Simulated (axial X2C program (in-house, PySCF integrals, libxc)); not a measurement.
# Run report: HfF⁺, relativistic diatomic calculation

HfF⁺. The reference is closed-shell HfF⁺; the roots are vertical excitation energies. The distance is the PBE0 minimum at charge 1. Computed at this level: EOM-EE-CCSD, two-component X2C with atomic mean-field Coulomb and Gaunt terms, Hf dyall-acv3z, F dyall-av3z (cores contracted) (axial X2C program (in-house, PySCF integrals, libxc)).

### Output
```
two-component X2C + atomic mean field  HF
basis functions 248  fitting functions 1240  grid points 5075
iter        total energy     max residual
   1     -15170.771717408     8.60e-01
   2     -15170.822928460     3.31e-02
   3     -15170.822461259     4.11e-02
   4     -15170.828012066     1.54e-03
   5     -15170.828076852     8.80e-04
   6     -15170.828103367     3.43e-04
   7     -15170.828111945     9.50e-05
   8     -15170.828116590     7.67e-05
   9     -15170.828118962     6.71e-05
  10     -15170.828120625     5.06e-05
  11     -15170.828121690     3.05e-05
  12     -15170.828122286     8.43e-06
  13     -15170.828122341     1.82e-06
  14     -15170.828122342     4.22e-07
converged
one-electron -21172.27645219  Coulomb 6142.52983830  exact exchange -317.71050973  xc functional 0.00000000  nuclear repulsion 189.34667735  atomic mean-field constant -12.71767607
correlated 10  virtual 334  natural virtual 88  E(MP2) -0.335329052  MP2 remainder -0.063519488
iter   CCSD correlation   residual
   1     -0.261809667   1.75e-01
   2     -0.272267347   1.03e-01
   3     -0.277064259   5.57e-02
   4     -0.277399495   3.02e-02
   5     -0.277843353   2.06e-02
   6     -0.278125936   1.04e-02
   7     -0.278176732   5.54e-03
   8     -0.278232983   3.04e-03
   9     -0.278248621   1.61e-03
  10     -0.278253420   9.22e-04
  11     -0.278247943   6.00e-04
  12     -0.278247373   4.23e-04
  13     -0.278245297   2.60e-04
  14     -0.278245712   1.57e-04
  15     -0.278245600   8.70e-05
  16     -0.278245932   5.09e-05
  17     -0.278245633   3.45e-05
  18     -0.278245298   2.46e-05
  19     -0.278244746   1.57e-05
  20     -0.278244617   9.43e-06
  21     -0.278244402   5.93e-06
  22     -0.278244431   3.81e-06
  23     -0.278244398   2.44e-06
  24     -0.278244410   1.67e-06
(T) -0.008369334846349089  T1 0.0333  D1 0.0469  max T2 0.187
EOM-EE-CCSD roots
2*Omega      energy/Eh   energy/eV  one-particle weight
    0       0.05096799      1.3869      0.983
    0       0.05200225      1.4151      0.981
    0       0.08391583      2.2835      0.032
    0       0.09659823      2.6286      0.975
    0       0.10178865      2.7698      0.328
    2       0.00790702      0.2152      0.986
    2       0.05476988      1.4904      0.970
    2       0.07009030      1.9073      0.816
    2       0.08809552      2.3972      0.001
    4       0.01205502      0.3280      0.984
    4       0.04738258      1.2893      0.891
    4       0.06191498      1.6848      0.977
    6       0.01812387      0.4932      0.986
```

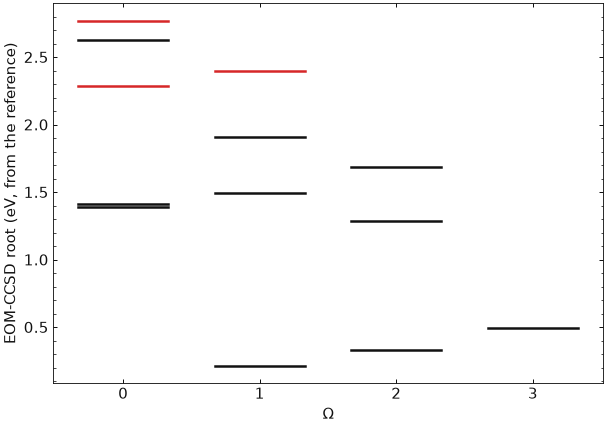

Fig. 1: EOM-CCSD roots by Ω at 1.81 Å; roots whose one-particle weight is under 0.8 have the second colour. The lowest has Ω = 1 and lies at 0.215 eV, with one-particle weight 0.99. 3 of the 13 roots are less well described at this level.

### Input file
```
{"zs": [72, 9], "q": 1, "bas": ["dyall-acv3z", "dyall-av3z"], "r0": 2.16, "eom": "ee", "thr": -1.0, "nmax": 88}
```

The line is the task of a batch: nuclear charges, charge, bases, a first guess of the distance and further settings. This report covers the levels named above. The log is that of the reference distance 1.811 Å.

Launched within a batch (the task file carries these settings):
```bash
python <driver script> task.json out
```

### Key numbers

- outcome: converged
- HF energy of the reference HfF⁺: −15170.82812 hartree
- MP2 energy of the reference HfF⁺: −15171.16345 hartree
- CCSD energy of the reference HfF⁺ (with the MP2 share of the virtual spinors left out of the coupled-cluster step): −15171.16989 hartree
- CCSD(T) energy of the reference HfF⁺: −15171.17826 hartree
- T1 diagnostic (spinor form; for a closed shell √2 times the usual value): 0.033
- hardware: 1 thread of Intel Xeon @ 2.50GHz (Skylake/Cascade Lake), 144 GiB of memory available, shared host
- wall time: 57 s
- peak memory: 0.7 GiB
